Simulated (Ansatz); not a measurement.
**CCSD(T)/def2-SVP (core potential) run of InCl3 (SMILES [Cl][In]([Cl])[Cl])**

Aim: the energy change on altering one bond length of InCl3 at CCSD(T)/def2-SVP (core potential), from 2 runs. 

Program for the calculation: Ansatz 0.2.0.

42 further runs of the same task are left out: 6 that didn't finish, 36 set aside as unsound or not needed.

## 1. Starting point

The species is InCl3 (4 atoms), meant as a singlet with charge 0. As SMILES, `[Cl][In]([Cl])[Cl]`. The shape is that of a PBE0-D4/def2-TZVP optimisation.

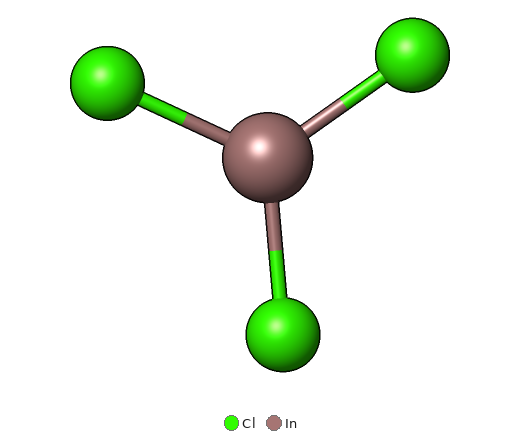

The structure, seen from a chosen angle (chlorine green, indium brown).

## 2. A single-point energy at CCSD(T)/def2-SVP (core potential)

run.yaml reads:

```yaml
basis:
  gaussian: {orbitals: def2-SVP}
crystal:
  periodic: [false, false, false]
  atoms:
    - symbol: Cl
      position_ang: [-0.202900, 0.521500, 2.213600]
    - symbol: In
      position_ang: [0.014400, -0.014800, -0.005300]
    - symbol: Cl
      position_ang: [1.015900, -1.985200, -0.615300]
    - symbol: Cl
      position_ang: [-0.772000, 1.418300, -1.613200]
scf: {omitted_lower_state_checks: [cluster_reference, increment]}
accuracy: high
correlation: {method: ccsd_t, frozen_orbitals: {Cl: 5, In: 4}}
```

Command:

```console
$ ansatz run run.yaml --threads 1 --pin off --max-ram 3480MiB --events-out events.jsonl --progress --plain --runs-dir runs
```

Standard output:

```text
Warning: RAYON_NUM_THREADS=1 ignored (pool sized by the plan → 1); use --threads N
Functional definition: HF
  name "HF"
  exchange = exact_x
  correlation = 0
these checks for a lower state are left out or cut short: cluster_reference, increment
1621 factors; integrals over basis functions are off by at most 1.1e-8 eV
mean field evaluation 1: about -42650.4694 eV, gradient 2.1e1 eV
mean field evaluation 2: about -42650.6299 eV, gradient 2.1e1 eV
mean field evaluation 4: about -42652.1075 eV, gradient 1.1e0 eV
mean field evaluation 8: about -42652.1271 eV, gradient 2.0e-5 eV
mean field evaluation 16: about -42652.1271 eV, gradient 1.5e-8 eV
mean field -42652.12706999 eV, -1567.4367591720 hartree, gradient 1.6e-8 eV, S^2 0.000000; 0 other end points of the search recorded, 0 dependent functions left out
19 core orbitals not correlated: weight in the atoms' cores, before any rotation towards them, 1.000 or more for the frozen orbitals, at most 0.000 for the correlated occupied ones
reference -42652.12706999 eV, -1567.4367591720 hartree; 17, 17 occupied and 44, 44 virtual orbitals, 1621 factors
second order -12.72728153 eV of doubles, -0.00000000 eV of singles
cycle   1  -13.45249741 eV  change   -7.3e-1 eV  update   7.5e-2
cycle   2  -13.70812846 eV  change   -2.6e-1 eV  update   2.2e-2
cycle   3  -13.75761879 eV  change   -4.9e-2 eV  update   1.1e-2
cycle   4  -13.75485213 eV  change    2.8e-3 eV  update   2.7e-3
cycle   5  -13.75326908 eV  change    1.6e-3 eV  update   7.9e-4
cycle   6  -13.75301041 eV  change    2.6e-4 eV  update   2.4e-4
cycle   7  -13.75302068 eV  change   -1.0e-5 eV  update   6.3e-5
cycle   8  -13.75304637 eV  change   -2.6e-5 eV  update   1.9e-5
cycle   9  -13.75304733 eV  change   -9.6e-7 eV  update   4.8e-6
cycle  10  -13.75304513 eV  change    2.2e-6 eV  update   1.7e-6
cycle  11  -13.75304532 eV  change   -1.8e-7 eV  update   5.9e-7
cycle  12  -13.75304554 eV  change   -2.2e-7 eV  update   1.5e-7
cycle  13  -13.75304559 eV  change   -5.4e-8 eV  update   5.5e-8
cycle  14  -13.75304559 eV  change   6.3e-10 eV  update   2.5e-8
cycle  15  -13.75304525 eV  change    3.4e-7 eV  update   1.1e-7
cycle  16  -13.75304521 eV  change    3.7e-8 eV  update   2.7e-8
cycle  17  -13.75304520 eV  change    1.7e-8 eV  update   8.1e-9
cycle  18  -13.75304519 eV  change    4.0e-9 eV  update   2.6e-9
perturbative correction -0.31475108 eV, -0.0115668887 hartree
Total energy: -42666.19486626 eV, -1567.9537411494 hartree
Checks for a lower state left out: cluster_reference, increment
```

It took 12 s on 1 thread of Arm Neoverse V2, shared host; peak memory 0.32 GiB.

## 3. The distorted shape at the same level

run.yaml reads:

```yaml
crystal:
  periodic: [false, false, false]
  atoms:
    - symbol: Cl
      position_ang: [-1.404713, 2.886006, 2.945608]
    - symbol: In
      position_ang: [-1.187413, 2.349706, 0.726708]
    - symbol: Cl
      position_ang: [1.015900, -1.985200, -0.615300]
    - symbol: Cl
      position_ang: [-1.973813, 3.782806, -0.881192]
basis:
  gaussian:
    orbitals: def2-SVP
correlation:
  method: ccsd_t
  frozen_orbitals: {Cl: 5, In: 4}
accuracy: high
scf:
  omitted_lower_state_checks: [cluster_reference, increment]
```

Command:

```console
$ ansatz run run.yaml --threads 1 --pin off --max-ram 3480MiB --events-out events.jsonl --progress --plain --runs-dir runs
```

Standard output:

```text
Warning: RAYON_NUM_THREADS=1 ignored (pool sized by the plan → 1); use --threads N
[... 4 set-up lines as earlier in the session ...]
these checks for a lower state are left out or cut short: cluster_reference, increment
1544 factors; integrals over basis functions are off by at most 7.7e-9 eV
mean field evaluation 1: about -42642.9980 eV, gradient 2.7e1 eV
mean field evaluation 2: about -42643.1022 eV, gradient 2.7e1 eV
mean field evaluation 4: about -42644.9064 eV, gradient 1.5e1 eV
mean field evaluation 8: about -42646.1261 eV, gradient 2.5e0 eV
mean field evaluation 16: about -42646.3159 eV, gradient 3.0e-3 eV
mean field evaluation 32: about -42646.2964 eV, gradient 6.7e-1 eV
mean field evaluation 64: about -42646.3149 eV, gradient 4.3e-1 eV
mean field -42646.31590870 eV, -1567.2232029335 hartree, gradient 2.4e-8 eV, S^2 0.000000; 4 other end points of the search recorded, 0 dependent functions left out; unrestricted orbitals would lower it
19 core orbitals not correlated: weight in the atoms' cores, before any rotation towards them, 1.000 or more for the frozen orbitals, at most 0.000 for the correlated occupied ones
reference -42646.31590870 eV, -1567.2232029335 hartree; 17, 17 occupied and 44, 44 virtual orbitals, 1544 factors
second order -13.72133396 eV of doubles, -0.00000000 eV of singles
cycle   1  -13.65022023 eV  change    -1.9e0 eV  update   1.6e-1
cycle   2  -14.21079621 eV  change   -5.6e-1 eV  update   1.1e-1
cycle   3  -14.43803554 eV  change   -2.3e-1 eV  update   1.1e-1
cycle   4  -14.59736115 eV  change   -1.6e-1 eV  update   9.1e-2
cycle   5  -14.70742490 eV  change   -1.1e-1 eV  update   8.1e-2
cycle   6  -14.79886555 eV  change   -9.1e-2 eV  update   6.9e-2
cycle   7  -14.87072602 eV  change   -7.2e-2 eV  update   5.8e-2
cycle   8  -15.19361658 eV  change   -3.2e-1 eV  update   4.9e-2
cycle   9  -15.19775333 eV  change   -4.1e-3 eV  update   1.6e-2
cycle  10  -15.15696629 eV  change    4.1e-2 eV  update   1.8e-2
cycle  11  -15.16569810 eV  change   -8.7e-3 eV  update   9.5e-3
cycle  12  -15.17560839 eV  change   -9.9e-3 eV  update   6.5e-3
cycle  13  -15.17726897 eV  change   -1.7e-3 eV  update   1.0e-3
cycle  14  -15.17847125 eV  change   -1.2e-3 eV  update   2.8e-4
cycle  15  -15.17761479 eV  change    8.6e-4 eV  update   6.6e-4
cycle  16  -15.17742900 eV  change    1.9e-4 eV  update   1.8e-4
cycle  17  -15.17743500 eV  change   -6.0e-6 eV  update   1.7e-5
cycle  18  -15.17740535 eV  change    3.0e-5 eV  update   1.3e-5
cycle  19  -15.17740637 eV  change   -1.0e-6 eV  update   3.0e-6
cycle  20  -15.17740895 eV  change   -2.6e-6 eV  update   1.3e-6
cycle  21  -15.17740939 eV  change   -4.4e-7 eV  update   6.5e-7
cycle  22  -15.17740937 eV  change    2.3e-8 eV  update   4.9e-7
cycle  23  -15.17740913 eV  change    2.4e-7 eV  update   4.7e-7
cycle  24  -15.17741164 eV  change   -2.5e-6 eV  update   1.2e-6
cycle  25  -15.17741363 eV  change   -2.0e-6 eV  update   7.6e-7
cycle  26  -15.17741419 eV  change   -5.5e-7 eV  update   4.6e-7
cycle  27  -15.17741430 eV  change   -1.2e-7 eV  update   4.2e-7
cycle  28  -15.17741458 eV  change   -2.8e-7 eV  update   4.1e-7
cycle  29  -15.17741438 eV  change    2.0e-7 eV  update   3.6e-7
cycle  30  -15.17741420 eV  change    1.8e-7 eV  update   1.8e-7
cycle  31  -15.17741429 eV  change   -9.3e-8 eV  update   1.1e-7
cycle  32  -15.17741430 eV  change   -1.2e-8 eV  update   5.8e-8
cycle  33  -15.17741430 eV  change   2.6e-10 eV  update   2.2e-8
cycle  34  -15.17741430 eV  change    2.0e-9 eV  update   9.3e-9
cycle  35  -15.17741429 eV  change    6.8e-9 eV  update   5.1e-9
cycle  36  -15.17741429 eV  change    3.3e-9 eV  update   2.2e-9
cycle  37  -15.17741429 eV  change    2.4e-9 eV  update   1.3e-9
cycle  38  -15.17741429 eV  change    1.2e-9 eV  update  8.2e-10
perturbative correction -1.94574803 eV, -0.0715049213 hartree
WARN: these amplitudes may be one of several solutions (largest doubles amplitude 0.77, level shift 4.46 eV)
Total energy: -42663.43907102 eV, -1567.8524675423 hartree
Checks for a lower state left out: cluster_reference, increment
```

Wall time 20 s (1 thread of Arm Neoverse V2, shared host); peak memory 0.31 GiB.

## 4. Results

At CCSD(T)/def2-SVP (core potential), 19 core orbitals frozen:

```
                                                           quantity           value
                                          first shape: total energy  -1567.95374 Eh
          first shape: correlation energy (19 core orbitals frozen)      -517.0 mEh
                                        first shape: (T) correction      -11.57 mEh
                                         first shape: T1 diagnostic           0.010
                                      distorted shape: total energy  -1567.85247 Eh
      distorted shape: correlation energy (19 core orbitals frozen)      -629.3 mEh
                                    distorted shape: (T) correction      -71.50 mEh
                                     distorted shape: T1 diagnostic           0.077
energy change with the In2–Cl3 bond stretched from 2.293 to 5.045 Å        2.756 eV
```

What this shows: With the In2–Cl3 bond stretched from 2.293 to 5.045 Å the energy rises by 2.76 eV (266 kJ/mol). The first shape isn't relaxed at this level, so the change isn't measured from a minimum. The triples (first shape) make up 2.2 % of the correlation energy. The T1 diagnostic (distorted shape) of 0.077 is above the customary mark for such species, so a single reference may not serve. The restricted solution (distorted shape) is unstable to spin breaking: an unrestricted one lies lower. The triples (distorted shape) make up 11.4 % of the correlation energy.
